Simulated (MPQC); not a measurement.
**CH2F (SMILES [CH2]F) at 6 levels**

Aim: a comparison of 6 runs (UHF/STO-3G, UHF/3-21G, UHF/def2-SVP, UB3LYP/6-31G*, UPBE/6-31G*, UPBE0/def2-SVP) of CH2F. 

The calculation is run with MPQC 2.3.1.

### 1 The structure to begin with

The species is CH2F (4 atoms), typed as a doublet with charge 0. As SMILES, `[CH2]F`. The coordinates come from a PBE0-D4/def2-TZVP relaxation.

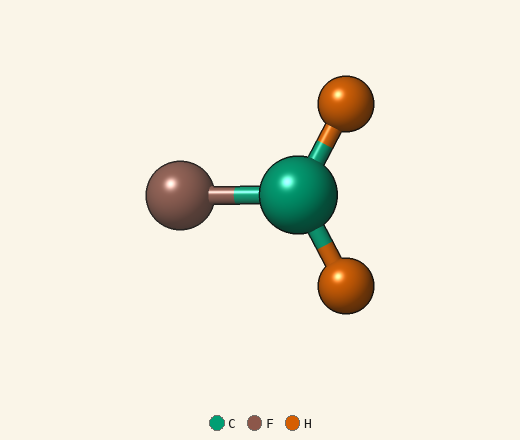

The structure, seen from a chosen angle (carbon teal, fluorine brown, hydrogen orange).

### 2 Energy and forces at UHF/STO-3G (run 1)

File job.in:

```
% CH2F
molecule<Molecule>: (
   symmetry = c1
   unit = bohr
   { atoms geometry } = {
      C  [ -0.05688076 -0.10884822 -0.24774309 ]
      F  [ 1.79523982 1.31146993 0.68899415 ]
      H  [ -1.78938167 0.89251765 -0.66612846 ]
      H  [ 0.05102261 -2.09513935 0.22487741 ]
   }
)
basis<GaussianBasisSet>: (
   name = "STO-3G"
   molecule = $:molecule
   basisdir = "."
   puream = yes
)
mpqc: (
   checkpoint = no
   savestate = no
   restart = no
   do_energy = yes
   do_gradient = yes
   optimize = no
   mole<UHF>: (
      molecule = $:molecule
      basis = $:basis
      total_charge = 0
      multiplicity = 2
      memory = 1000000000
      print_evals = yes
      print_npa = yes
      maxiter = 120
      value_accuracy = 1e-08
      guess_wavefunction<ExtendedHuckelWfn>: (
         molecule = $:molecule
         total_charge = 0
         multiplicity = 2
         basis<GaussianBasisSet>: (
            name = "STO-3G"
            molecule = $:molecule
         )
      )
   )
)
```

The basis set STO-3G is read from a file made from the Basis Set Exchange's data (not shown).

On the command line:

```sh
$ mpqc job.in > job.out
```

The log of the run:

```text
MPQC: Massively Parallel Quantum Chemistry
                                   Version 2.3.1

  Using IntegralV3 by default for molecular integrals evaluation

  USCF::init: total charge = 0

  alpha = [ 9 ]
  beta  = [ 8 ]

  Molecular formula CH2F

  The following keywords in "job.in" were ignored:
    mpqc:mole:guess_wavefunction:multiplicity

  MPQC options:
    matrixkit     = <ReplSCMatrixKit>
    restart       = no
    checkpoint    = no
    savestate     = no
    do_energy     = yes
    do_gradient   = yes
    optimize      = no
    write_pdb     = no
    print_mole    = yes
    print_timings = yes

  SCF::compute: energy accuracy = 1.0000000e-08

  nuclear repulsion energy =   32.2861446470

[... 16 lines left out ...]
  iter     4 energy = -136.4497330156 delta = 9.19834e-02
[... 3 lines left out ...]
  iter     8 energy = -136.5333217971 delta = 3.39785e-03
[... 3 lines left out ...]
  iter    12 energy = -136.5333368216 delta = 3.24708e-05
[... 3 lines left out ...]
  iter    16 energy = -136.5333370569 delta = 1.09879e-06
[... 3 lines left out ...]
  iter    20 energy = -136.5333370605 delta = 3.10070e-08
[... 16 lines left out ...]
  Gradient of the MolecularEnergy:
[... 46 lines left out ...]
  SCF Parameters:
    maxiter = 120
    density_reset_frequency = 10
    level_shift = 0.250000

  UnrestrictedSCF Parameters:
    charge = 0.0000000000
    nalpha = 9
    nbeta = 8
    alpha = [ 9 ]
    beta  = [ 8 ]

                               CPU Wall
mpqc:                         0.03 0.03
  NAO:                        0.00 0.00
  calc:                       0.02 0.02
    compute gradient:         0.01 0.01
      nuc rep:                0.00 0.00
      one electron gradient:  0.00 0.00
      overlap gradient:       0.00 0.00
      two electron gradient:  0.01 0.01
    vector:                   0.01 0.01
      density:                0.00 0.00
      evals:                  0.00 0.00
      extrap:                 0.00 0.00
      fock:                   0.01 0.01
  input:                      0.01 0.01
```

Run time: 0.1 s. Hardware: 1 thread of Arm Neoverse V2, shared host.

### 3 Energy and gradient at UHF/3-21G (run 2)

File job.in:

```
% emacs should use -*- KeyVal -*- mode
molecule<Molecule>: (
   symmetry = c1
   unit = bohr
   { atoms geometry } = {
      C  [ -0.05688076    -0.10884822    -0.24774309 ]
      F  [ 1.79523982     1.31146993     0.68899415 ]
      H  [ -1.78938167     0.89251765    -0.66612846 ]
      H  [ 0.05102261    -2.09513935     0.22487741 ]
   }
)
basis<GaussianBasisSet>: (
   name = "3-21G"
   molecule = $:molecule
   basisdir = "."
   puream = yes
)
mpqc: (
   checkpoint = no
   savestate = no
   restart = no
   do_energy = yes
   do_gradient = yes
   optimize = no
   mole<UHF>: (
      molecule = $:molecule
      basis = $:basis
      total_charge = 0
      multiplicity = 2
      memory = 1000000000
      print_evals = yes
      print_npa = yes
      maxiter = 120
      value_accuracy = 1e-08
      guess_wavefunction<UHF>: (
         molecule = $:molecule
         total_charge = 0
         multiplicity = 2
         memory = 1000000000
         value_accuracy = 1e-3
         basis<GaussianBasisSet>: (
            name = "STO-3G"
            molecule = $:molecule
         )
      )
   )
)
```

The basis set 3-21G is read from a file made from the Basis Set Exchange's data (not shown).

On the command line:

```sh
$ mpqc job.in > job.out
```

The log of the run:

```text
MPQC: Massively Parallel Quantum Chemistry
                                   Version 2.3.1

  Using IntegralV3 by default for molecular integrals evaluation

      USCF::init: total charge = 0

      alpha = [ 9 ]
      beta  = [ 8 ]

  USCF::init: total charge = 0

  alpha = [ 9 ]
  beta  = [ 8 ]

  Molecular formula CH2F

  MPQC options:
    matrixkit     = <ReplSCMatrixKit>
    restart       = no
    checkpoint    = no
    savestate     = no
    do_energy     = yes
    do_gradient   = yes
    optimize      = no
    write_pdb     = no
    print_mole    = yes
    print_timings = yes

  SCF::compute: energy accuracy = 1.0000000e-08

  nuclear repulsion energy =   32.2861446470

  Projecting guess wavefunction into the present basis set

[... 2 lines left out ...]
      nuclear repulsion energy =   32.2861446470
[... 13 lines left out ...]
      iter     6 energy = -136.5333142805 delta = 2.07061e-03
[... 25 lines left out ...]
  iter     4 energy = -137.6504258368 delta = 3.77001e-03
[... 5 lines left out ...]
  iter    10 energy = -137.6511074454 delta = 1.57430e-05
[... 5 lines left out ...]
  iter    16 energy = -137.6510857538 delta = 3.05203e-06
[... 5 lines left out ...]
  iter    22 energy = -137.6510857547 delta = 2.04737e-08
[... 18 lines left out ...]
  Gradient of the MolecularEnergy:
[... 46 lines left out ...]
  SCF Parameters:
    maxiter = 120
    density_reset_frequency = 10
    level_shift = 0.250000

  UnrestrictedSCF Parameters:
    charge = 0.0000000000
    nalpha = 9
    nbeta = 8
    alpha = [ 9 ]
    beta  = [ 8 ]

                               CPU Wall
mpqc:                         0.10 0.10
  NAO:                        0.00 0.00
  calc:                       0.09 0.09
    compute gradient:         0.01 0.01
      nuc rep:                0.00 0.00
      one electron gradient:  0.00 0.00
      overlap gradient:       0.00 0.00
      two electron gradient:  0.01 0.01
    vector:                   0.08 0.08
      density:                0.00 0.00
      evals:                  0.00 0.00
[... 7 lines of this table left out ...]
  input:                      0.01 0.01
```

Wall time 0.18 s (1 thread of Arm Neoverse V2, shared host).

Runs 3 to 4 aren't shown in full; the table further down has their settings and results.

### 4 Energy and forces at UPBE/6-31G(d) (spherical functions) (run 5)

File run.in:

```
% CH2F
molecule<Molecule>: (
   symmetry = c1
   unit = bohr
   { atoms geometry } = {
      C  [ -0.05688076    -0.10884822    -0.24774309 ]
      F  [ 1.79523982     1.31146993     0.68899415 ]
      H  [ -1.78938167     0.89251765    -0.66612846 ]
      H  [ 0.05102261    -2.09513935     0.22487741 ]
   }
)
basis<GaussianBasisSet>: (
   name = "6-31G*"
   molecule = $:molecule
   basisdir = "."
   puream = yes
)
mpqc: (
   checkpoint = no
   savestate = no
   restart = no
   do_energy = yes
   do_gradient = yes
   optimize = no
   mole<UKS>: (
      molecule = $:molecule
      basis = $:basis
      total_charge = 0
      multiplicity = 2
      memory = 1000000000
      print_evals = yes
      print_npa = yes
      maxiter = 120
      value_accuracy = 1e-08
      functional<StdDenFunctional>: ( name = "PBE" )
      integrator<RadialAngularIntegrator>: ( grid = xfine )
      guess_wavefunction<ExtendedHuckelWfn>: (
         molecule = $:molecule
         total_charge = 0
         multiplicity = 2
         basis<GaussianBasisSet>: (
            name = "STO-3G"
            molecule = $:molecule
         )
      )
   )
)
```

The basis set 6-31G* is read from a file made from the Basis Set Exchange's data (not shown).

On the command line:

```sh
$ mpqc run.in > run.out
```

The log of the run:

```text
MPQC: Massively Parallel Quantum Chemistry
                                   Version 2.3.1

  Using IntegralV3 by default for molecular integrals evaluation

  USCF::init: total charge = 0

  alpha = [ 9 ]
  beta  = [ 8 ]

  Molecular formula CH2F

  The following keywords in "run.in" were ignored:
    mpqc:mole:guess_wavefunction:multiplicity

  MPQC options:
    matrixkit     = <ReplSCMatrixKit>
    restart       = no
    checkpoint    = no
    savestate     = no
    do_energy     = yes
    do_gradient   = yes
    optimize      = no
    write_pdb     = no
    print_mole    = yes
    print_timings = yes

  SCF::compute: energy accuracy = 1.0000000e-08

  nuclear repulsion energy =   32.2861446470

[... 26 lines left out ...]
  iter     2 energy = -138.3061378175 delta = 7.44541e-02
[... 6 lines left out ...]
  Integrated electron density error = -0.000014168691
[... 6 lines left out ...]
  iter     9 energy = -138.9082327221 delta = 8.27930e-05
[... 6 lines left out ...]
  Integrated electron density error = -0.000000578371
[... 6 lines left out ...]
  iter    16 energy = -138.9082280536 delta = 4.17277e-07
  Integrated electron density error = -0.000000578363
[... 1 line left out ...]
  Integrated electron density error = -0.000000578363
[... 1 line left out ...]
  Integrated electron density error = -0.000000578362
[... 1 line left out ...]
  Integrated electron density error = -0.000000578362
[... 1 line left out ...]
  Integrated electron density error = -0.000000578362
[... 9 lines left out ...]
  Integrated electron density error = -0.000000578912
[... 7 lines left out ...]
  Gradient of the MolecularEnergy:
[... 52 lines left out ...]
    UnrestrictedSCF Parameters:
      charge = 0.0000000000
      nalpha = 9
      nbeta = 8
      alpha = [ 9 ]
      beta  = [ 8 ]

    Functional:
      Standard Density Functional: PBE
      Sum of Functionals:
        +0.0000000000000000 Hartree-Fock Exchange
        +1.0000000000000000
          Object of type PBEXFunctional
        +1.0000000000000000
          Object of type PBECFunctional
    Integrator:
      RadialAngularIntegrator:
        Pruned xfine grid employed
                                CPU  Wall
mpqc:                         11.43 11.43
  NAO:                         0.00  0.00
  calc:                       11.42 11.42
    compute gradient:          2.27  2.27
      nuc rep:                 0.00  0.00
      one electron gradient:   0.00  0.00
      overlap gradient:        0.00  0.00
      two electron gradient:   2.27  2.27
        grad:                  2.27  2.27
          integrate:           2.20  2.20
          two-body:            0.07  0.07
[... 6 lines of this table left out ...]
  input:                       0.01  0.01
```

It took 12 s on 1 thread of Arm Neoverse V2, shared host.

### 5 Energy and forces at UPBE0/def2-SVP (run 6)

run.in: that of step 4 with these lines changed.

```diff
@@ -1,2 +1 @@
-% CH2F
 molecule<Molecule>: (
@@ -5,6 +4,6 @@
    { atoms geometry } = {
-      C  [ -0.05688076    -0.10884822    -0.24774309 ]
-      F  [ 1.79523982     1.31146993     0.68899415 ]
-      H  [ -1.78938167     0.89251765    -0.66612846 ]
-      H  [ 0.05102261    -2.09513935     0.22487741 ]
+      C  [ -0.05688076  -0.10884822  -0.24774309 ]
+      F  [ 1.79523982   1.31146993   0.68899415 ]
+      H  [ -1.78938167   0.89251765  -0.66612846 ]
+      H  [ 0.05102261  -2.09513935   0.22487741 ]
    }
@@ -12,3 +11,3 @@
 basis<GaussianBasisSet>: (
-   name = "6-31G*"
+   name = "def2-SVP"
    molecule = $:molecule
@@ -34,3 +33,7 @@
       value_accuracy = 1e-08
-      functional<StdDenFunctional>: ( name = "PBE" )
+      functional<SumDenFunctional>: (
+         a0 = 0.25
+         coefs = [ 0.75 1 ]
+         funcs: [ <PBEXFunctional>: () <PBECFunctional>: () ]
+      )
       integrator<RadialAngularIntegrator>: ( grid = xfine )
```

The basis set def2-SVP is read from a file made from the Basis Set Exchange's data (not shown).

On the command line:

```sh
$ mpqc run.in > run.out
```

The log of the run:

```text
MPQC: Massively Parallel Quantum Chemistry
                                   Version 2.3.1

  Using IntegralV3 by default for molecular integrals evaluation

  USCF::init: total charge = 0

  alpha = [ 9 ]
  beta  = [ 8 ]

  Molecular formula CH2F

  The following keywords in "run.in" were ignored:
    mpqc:mole:guess_wavefunction:multiplicity

  MPQC options:
    matrixkit     = <ReplSCMatrixKit>
    restart       = no
    checkpoint    = no
    savestate     = no
    do_energy     = yes
    do_gradient   = yes
    optimize      = no
    write_pdb     = no
    print_mole    = yes
    print_timings = yes

  SCF::compute: energy accuracy = 1.0000000e-08

  nuclear repulsion energy =   32.2861446470

[... 23 lines left out ...]
  Integrated electron density error = -0.000533402829
[... 6 lines left out ...]
  iter     4 energy = -138.8095699787 delta = 1.48360e-02
[... 6 lines left out ...]
  Integrated electron density error = -0.000000638509
[... 6 lines left out ...]
  iter    11 energy = -138.8177654820 delta = 1.33329e-05
[... 6 lines left out ...]
  Integrated electron density error = -0.000000566935
[... 6 lines left out ...]
  iter    18 energy = -138.8177607515 delta = 1.35731e-07
  Integrated electron density error = -0.000000566925
[... 1 line left out ...]
  Integrated electron density error = -0.000000566925
[... 1 line left out ...]
  Integrated electron density error = -0.000000566924
[... 1 line left out ...]
  Integrated electron density error = -0.000000566924
[... 1 line left out ...]
  Integrated electron density error = -0.000000566924
[... 9 lines left out ...]
  Integrated electron density error = -0.000000567767
[... 7 lines left out ...]
  Gradient of the MolecularEnergy:
[... 52 lines left out ...]
    UnrestrictedSCF Parameters:
      charge = 0.0000000000
      nalpha = 9
      nbeta = 8
      alpha = [ 9 ]
      beta  = [ 8 ]

    Functional:
      Sum of Functionals:
        +0.2500000000000000 Hartree-Fock Exchange
        +0.7500000000000000
          Object of type PBEXFunctional
        +1.0000000000000000
          Object of type PBECFunctional
    Integrator:
      RadialAngularIntegrator:
        Pruned xfine grid employed
                                CPU  Wall
mpqc:                         16.14 16.14
  NAO:                         0.00  0.00
  calc:                       16.13 16.13
    compute gradient:          2.96  2.96
      nuc rep:                 0.00  0.00
      one electron gradient:   0.00  0.00
      overlap gradient:        0.00  0.00
      two electron gradient:   2.96  2.96
        grad:                  2.96  2.96
          integrate:           2.87  2.87
          two-body:            0.08  0.08
[... 6 lines of this table left out ...]
  input:                       0.01  0.01
```

Wall time 16 s (1 thread of Arm Neoverse V2, shared host).

### 6 All runs side by side

| run | level | starting guess | integration grid | energy (Eh) | ⟨S²⟩ | largest force (eV/Å) | wall time |
| --- | --- | --- | --- | --- | --- | --- | --- |
| 1 | UHF/STO-3G | huckel STO-3G | – | -136.533337 | 0.761 | 1.316 | 0.1 s |
| 2 | UHF/3-21G | STO-3G | – | -137.651086 | 0.760 | 1.895 | 0.18 s |
| 3 | UHF/def2-SVP | STO-3G | – | -138.296274 | 0.760 | 0.498 | 0.68 s |
| 4 | UB3LYP/6-31G* (spherical functions) | STO-3G | xfine | -139.062085 | 0.753 | 0.520 | 12 s |
| 5 | UPBE/6-31G* (spherical functions) | huckel STO-3G | xfine | -138.908228 | 0.753 | 0.782 | 12 s |
| 6 | UPBE0/def2-SVP | huckel STO-3G | xfine | -138.817761 | 0.754 | 0.650 | 16 s |

### 7 Summary of results

```
                       quantity          value
            run 6: total energy  -138.81776 Eh
                    run 6: ⟨S²⟩          0.754
run 6: largest force on an atom     0.650 eV/Å
```

Totals of different functionals can't be ranked against each other. All runs together took 41 s, the longest 16 s.
